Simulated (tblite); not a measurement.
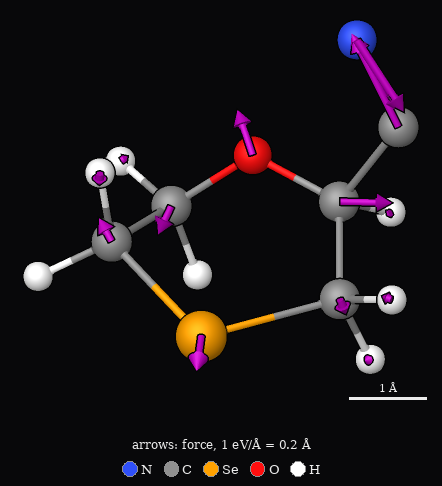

Starting geometry of C5H7NOSe (charge −1, multiplicity 2) with the computed forces as purple arrows. The picture is a ball-and-stick view, seen at a tilt.

Method: GFN2-xTB geometry optimisation, gas phase (tblite). 

Is this structure relaxed? If not, where do the atoms go?

It isn't relaxed: the largest force vector, on a C atom, is 7.00 eV/Å. The final displacements have little in common with the starting forces (cosine between the two patterns 0.23). Over 129 geometry steps the energy falls by 3.377 eV. The largest move after the best rigid fit is that of the N atom, 1.71 Å. By element the largest moves are N 1.71 Å, H 1.42 Å, Se 1.17 Å, C 0.52 Å, O 0.28 Å. Among the contacts that change: C–Se 1.947 → 2.529 Å, C–Se 2.833 → 3.305 Å, C–N 1.304 → 1.155 Å, C–O 1.329 → 1.422 Å. Bond angles that change, for instance: N–C–C 119.3° → 171.2°, O–C–H 116.0° → 104.3°, C–C–O 105.0° → 115.2°. Groups turn about C–C by about 70°, C–O by about 20°. Cost: 0.78 s on 1 thread of Arm Neoverse V2, with other jobs on the host.
